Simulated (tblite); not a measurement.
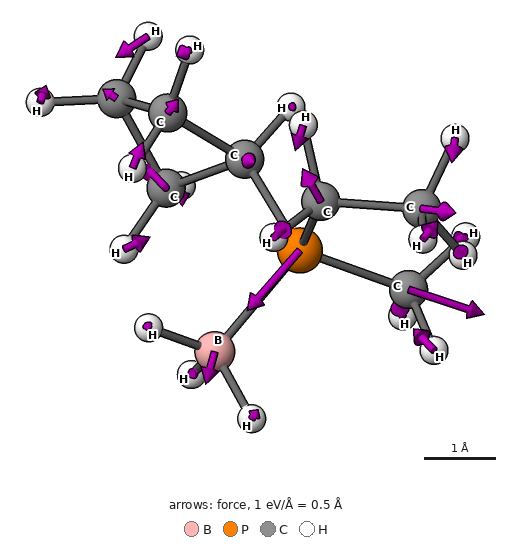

Starting geometry of C7H18BP with the computed forces as purple arrows. Style: ball-and-stick. Shown from a free direction.

Level of theory: GFN2-xTB geometry optimisation, gas phase in tblite 0.8.0. 

**Is this structure relaxed? If not, where do the atoms go?**

It isn't relaxed: the largest force vector, on P atoms, is 2.37 eV/Å. The final displacements have little in common with the starting forces (cosine between the two patterns 0.20). The energy falls by 1.279 eV in 215 geometry steps. The largest move after the best rigid fit is that of an H atom, 2.11 Å. By element the largest moves are H 2.11 Å, C 0.74 Å, B 0.43 Å, P 0.12 Å. Some distances before and after: C–P 1.779 → 1.837 Å, C–P 1.792 → 1.848 Å, C–H 1.133 → 1.088 Å, B–P 1.888 → 1.922 Å. Among the angles between lasting bonds that change: C–P–C 114.2° → 101.0°, B–P–C 107.5° → 118.2°, H–C–H 117.0° → 109.0°. Groups turn about C–P by about 60°, C–C by about 45°, C–P by about 30°.
